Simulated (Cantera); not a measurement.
Input: 1 mol Ni, 0.57 mol H2S, 190 mol H2, equilibrated at 0.133 bar.

Method: chemical equilibrium by Gibbs-energy minimisation in Cantera with the NASA 1993 tables (ideal gas, pure condensed phases). Candidate condensed phases: Ni, NiS, NiS2, Ni3S2, Ni3S4, S; 9 gas species. Metal and sulfide melt together well below either melting point, which pure phases cannot show. Equilibrium is a limit: real reactors are often held back by kinetics, nucleation or transport.

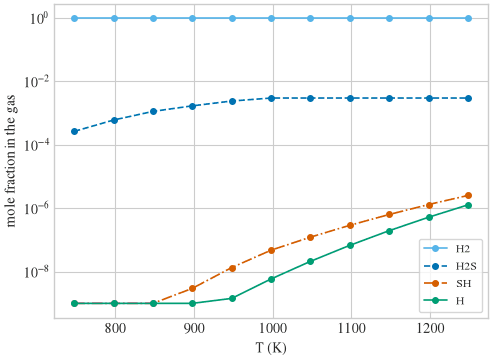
Figure: Equilibrium gas composition (values under 1e-9 drawn at 1e-9)

Task: Read off the mole fractions at 1148 K.

Result: H2 about 1.00, H2S about 0.0030, SH about 6.4e-7, H about 2.0e-7.
